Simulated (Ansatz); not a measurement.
# One shape, several levels: SiH4 (silane)

Wanted: a comparison of 6 runs (HF/6-31G, UPBE0/3-21G, revPBE/3-21G, wB97M-V/3-21G, wB97X/6-31G, MP2/3-21G) of SiH4 (silane). 

Program for the calculation: Ansatz 0.2.0.

53 further runs of the same task are left out: 2 that didn't finish, 51 set aside as unsound or not needed.

### Step 1. The molecule

The species is SiH4 (5 atoms), meant as a singlet with charge 0. SMILES: `[SiH4]`. The H2–Si1 distance was set to 3.711 Å, away from the relaxed value. At this shape a bond of the SMILES string is far longer than usual.

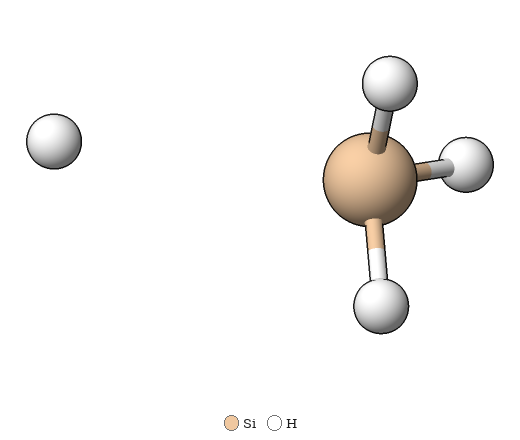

The structure, seen from a chosen angle (silicon light orange, hydrogen white).

### Step 2. A single-point energy at HF/6-31G (run 1)

Input file molecule.yaml:

```yaml
crystal:
  periodic: [false, false, false]
  atoms:
    - {symbol: Si, position_ang: [-1.451406, 1.032605, -1.336606]}
    - {symbol: H, position_ang: [0.967600, -0.688400, 0.890900]}
    - {symbol: H, position_ang: [-2.782406, 1.077505, -0.680506]}
    - {symbol: H, position_ang: [-1.556506, 0.292305, -2.619106]}
    - {symbol: H, position_ang: [-0.982906, 2.416405, -1.600706]}
basis:
  gaussian:
    orbitals: 6-31G
hamiltonian:
  xc: hf
accuracy: high
```

On the command line:

```
$ ansatz run molecule.yaml --threads 1 --pin off --max-ram 2610MiB --events-out events.jsonl --progress --plain --runs-dir runs
```

Standard output:

```text
Warning: RAYON_NUM_THREADS=1 ignored (pool sized by the plan → 1); use --threads N
Functional definition: HF
  name "HF"
  exchange = exact_x
  correlation = 0
465 factors; integrals over basis functions are off by at most 3.4e-9 eV
mean field evaluation 1: about -7915.9530 eV, gradient 1.2e1 eV
mean field evaluation 2: about -7915.9524 eV, gradient 1.2e1 eV
mean field evaluation 4: about -7917.1569 eV, gradient 1.5e0 eV
mean field evaluation 8: about -7917.1728 eV, gradient 4.8e-4 eV
mean field -7917.17279897 eV, -290.9507339096 hartree, gradient 1.1e-8 eV, S^2 0.000000; 0 other end points of the search recorded, 0 dependent functions left out
reference -7917.17279897 eV, -290.9507339096 hartree; 9, 9 occupied and 12, 12 virtual orbitals, 465 factors
Total energy: -7917.17279897 eV, -290.9507339096 hartree
```

Run time: 0.16 s. Hardware: 1 thread of Arm Neoverse V1, shared host.

### Step 3. The energy at UPBE0/3-21G (run 2)

Input file job.yaml:

```yaml
crystal:
  periodic: [false, false, false]
  atoms:
    - symbol: Si
      position_ang: [-1.451406, 1.032605, -1.336606]
    - symbol: H
      position_ang: [0.967600, -0.688400, 0.890900]
    - symbol: H
      position_ang: [-2.782406, 1.077505, -0.680506]
    - symbol: H
      position_ang: [-1.556506, 0.292305, -2.619106]
    - symbol: H
      position_ang: [-0.982906, 2.416405, -1.600706]
basis:
  gaussian:
    orbitals: 3-21G.json
magnetization:
  spin_polarized: true
  initial_magnetization: 0
hamiltonian:
  xc: pbe0
accuracy: high
```

The basis set 3-21G is read from a file made from the Basis Set Exchange's data (not shown).

On the command line:

```
$ ansatz run job.yaml --threads 1 --pin off --max-ram 2610MiB --events-out events.jsonl --progress --plain --runs-dir runs
```

Standard output:

```text
Warning: RAYON_NUM_THREADS=1 ignored (pool sized by the plan → 1); use --threads N
Functional definition: PBE0
  name "PBE0"
  parameter a = 0.25
  parameter kappa = 0.804
  parameter beta = 0.06672455060314922
  exchange = (1 - a)*pbe_x(kappa = kappa, mu = beta*pi^2/3) + a*exact_x
  correlation = pbe_c(beta = beta)
410 factors; integrals over basis functions are off by at most 3.2e-9 eV
mean field evaluation 1: about -7891.1037 eV, gradient 4.1e0 eV
mean field evaluation 2: about -7887.7031 eV, gradient 1.4e1 eV
mean field evaluation 4: about -7891.2737 eV, gradient 1.5e0 eV
mean field evaluation 8: about -7891.2928 eV, gradient 1.1e-1 eV
mean field evaluation 16: about -7891.2930 eV, gradient 1.0e-7 eV
mean field evaluation 32: about -7892.6679 eV, gradient 1.7e-1 eV
mean field -7892.66857029 eV, -290.0502201153 hartree, gradient 2.2e-8 eV, S^2 0.971317; 2 other end points of the search recorded, 0 dependent functions left out
reference -7892.66857250 eV, -290.0502201965 hartree; 9, 9 occupied and 12, 12 virtual orbitals, 410 factors
Total energy: -7892.66857250 eV, -290.0502201965 hartree
```

Wall time 2.2 s (1 thread of Arm Neoverse V1, shared host); peak memory 0.11 GiB.

Runs 3 to 5 aren't shown in full; the table further down has their settings and results.

### Step 4. The energy at MP2/3-21G (run 6)

Input file input.yaml:

```yaml
crystal:
  periodic: [false, false, false]
  atoms:
    - {symbol: Si, position_ang: [-1.451406, 1.032605, -1.336606]}
    - {symbol: H, position_ang: [0.967600, -0.688400, 0.890900]}
    - {symbol: H, position_ang: [-2.782406, 1.077505, -0.680506]}
    - {symbol: H, position_ang: [-1.556506, 0.292305, -2.619106]}
    - {symbol: H, position_ang: [-0.982906, 2.416405, -1.600706]}
basis:
  gaussian:
    orbitals: 3-21G.json
accuracy: high
total_charge: 0
correlation:
  method: mp2
  frozen_orbitals: {H: 0, Si: 5}
```

The basis set 3-21G is read from a file made from the Basis Set Exchange's data (not shown).

On the command line:

```
$ ansatz run input.yaml --threads 1 --pin off --max-ram 2610MiB --events-out events.jsonl --progress --plain --runs-dir runs
```

Standard output:

```text
Warning: RAYON_NUM_THREADS=1 ignored (pool sized by the plan → 1); use --threads N
Functional definition: HF
  name "HF"
  exchange = exact_x
  correlation = 0
410 factors; integrals over basis functions are off by at most 3.2e-9 eV
mean field evaluation 1: about -7875.2226 eV, gradient 1.3e1 eV
mean field evaluation 2: about -7875.2208 eV, gradient 1.3e1 eV
mean field evaluation 4: about -7876.4919 eV, gradient 1.3e0 eV
mean field evaluation 8: about -7876.5032 eV, gradient 4.7e-4 eV
mean field evaluation 16: about -7874.1602 eV, gradient 2.1e-5 eV
mean field -7876.50318680 eV, -289.4561532293 hartree, gradient 1.2e-8 eV, S^2 0.000000; 1 other end points of the search recorded, 0 dependent functions left out; unrestricted orbitals would lower it
unrestricted determinant -7879.79632975 eV, -289.5771740004 hartree, S^2 0.9893
5 core orbitals not correlated: weight in the atoms' cores, before any rotation towards them, 1.000 or more for the frozen orbitals, at most 0.000 for the correlated occupied ones
reference -7876.50318680 eV, -289.4561532293 hartree; 4, 4 occupied and 12, 12 virtual orbitals, 410 factors
second order -3.12392435 eV of doubles, -0.00000000 eV of singles
WARN: the method's energy lies above the unrestricted determinant's, so it is not that of the lowest state
Total energy: -7879.62711115 eV, -289.5709553316 hartree
```

Wall time 0.12 s (1 thread of Arm Neoverse V1, shared host).

### Step 5. The series

```csv
run,level,frozen core orbitals,energy (Eh),wall time
1,HF/6-31G,–,-290.950734,0.16 s
2,UPBE0/3-21G,–,-290.050220,2.2 s
3,revPBE/3-21G,–,-290.089622,0.8 s
4,wB97M-V/3-21G,–,-290.073244,11 s
5,wB97X/6-31G,–,-291.604564,3.9 s
6,MP2/3-21G,5,-289.570955,0.12 s
```

### Step 6. Outcome

```
                                          quantity          value
                               run 6: total energy  -289.57096 Eh
run 6: correlation energy (5 core orbitals frozen)     -114.8 mEh
```

Totals of different functionals can't be ranked against each other. In run 6 the log says that unrestricted orbitals would lower the reference, so the values rest on an unstable closed-shell determinant (other closed-shell runs at this shape may share the fault). In runs 1, 3, 4, 5, 6 a closed-shell determinant meets a far-stretched bond, which it describes badly. Spin contamination of the reference: run 2 ⟨S²⟩ = 0.97. Where it is this large, the reference is a mixture of spin states, and values that rest on it are in doubt. All runs together took 18 s, the longest 11 s.
